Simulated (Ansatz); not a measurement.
The calculation's input:

```
crystal:
  lattice:
    - [-1.9823673357, 1.9823673357, 8.3796081865]
    - [1.9823673357, -1.9823673357, 8.3796081865]
    - [1.9823673357, 1.9823673357, -8.3796081865]
  atoms:
    - { symbol: "N", position: [0.0, 0.0, 0.0] }
    - { symbol: Ga, position: [0.5521183717, 0.0521183717, 0.5] }
    - { symbol: Sb, position: [0.6524764823, 0.6524764823, 0.0] }
    - { symbol: Ga, position: [0.25, 0.75, 0.5] }
    - { symbol: Sb, position: [0.3475235177, 0.3475235177, 0.0] }
    - { symbol: Ga, position: [0.9478816283, 0.4478816283, 0.5] }
kpoints:
  mp_grid: { grid: [10, 10, 10] }
  band_path:
    path:
      - [0.0, 0.0, 0.0]
      - [0.0, 0.0, 0.5]
      - [0.25, 0.25, 0.25]
      - [0.0, 0.5, 0.0]
      - [0.5, 0.5, -0.5]
      - [0.2639913896, 0.7360086104, -0.2639913896]
      - [-0.2639913896, 0.2639913896, 0.2639913896]
      - [-0.0279827792, 0.0279827792, 0.5]
      - [0.5, 0.5, -0.0279827792]
    npoints: 1
hamiltonian:
  xc: r2scan
scf:
  occupations: { method: fermi_dirac, width: 0.02 }
  n_extra_bands: 5
output:
  forces: true
  stress: true
  eigenvalues: true
  write_density: true
  write_potential: true
  elf: true
  volumetric_format: npy
```

Launched as:

```sh
ansatz run input.yaml --threads 4 --pin off --max-ram 6451MiB --backend cpu --events-out ev --progress --plain --runs-dir out
```

Below, planes, directions and counts refer to the conventional cell (a = 3.96 Å, b = 3.96 Å, c = 16.76 Å, α = 90.00°, β = 90.00°, γ = 90.00°).

Space group I-4m2; started from the ordered alloy on zincblende lattice prototype, which need not be the ambient phase.

All numbers below come from DFT, r2SCAN, plane waves, PAW in Ansatz 0.2.0.

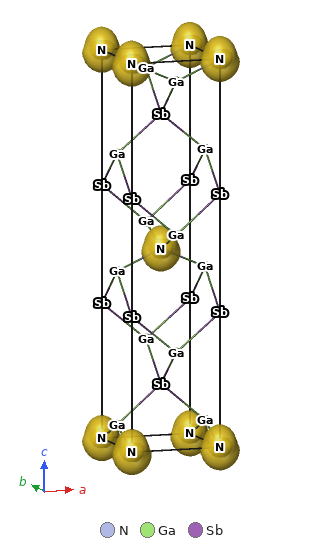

Ga3Sb2N. Isosurface of the ELF at 0.75 (yellow), seen slightly off an axis. Only the valence region is drawn (cores and ρ < 0.01 e/Å³ removed). Sticks mark near contacts.

Core electrons are frozen (PAW), and the valence fields are smoothed inside the atomic spheres.

Describe the localisation domains.

At this value the surface marks out two regions wrapped around N (the valence shell of each), counted in one cell of 12 atoms. Regions shared between cells count once.

Values along the shortest contacts:
Ga–N (2.17 Å): the ELF peaks at about 0.85 in the valence shell of N, 0.7 Å from its nucleus, and is about 0.45 at the midpoint. Ga–Sb (2.57 Å): the ELF peaks at about 0.70 between the atoms.
